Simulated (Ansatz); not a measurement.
Base system: ZrO$_{2}$ (space group P2_1/c, No. 14; a = 5.189 Å, b = 5.242 Å, c = 5.379 Å, α = 90.00°, β = 99.67°, γ = 90.00°).

It is then changed as follows: full substitution Zr → Hf, then cell and atoms are relaxed.

Calculations: PBE in Ansatz (plane waves to 420 eV, PAW, scalar-relativistic without spin-orbit coupling), earlier PAW set.

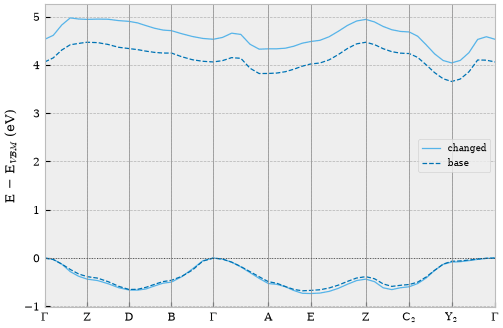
Figure. Highest valence and lowest conduction band along the path, each from its own valence-band maximum

Q: Read the changed gap and its character from the plot.

A: About 4.0 eV, indirect, Γ → Y₂.

Spin-orbit coupling, missing from the scalar runs, can matter with Hf. No phonon test of stability was made.

Ansatz is a program for electronic structure.
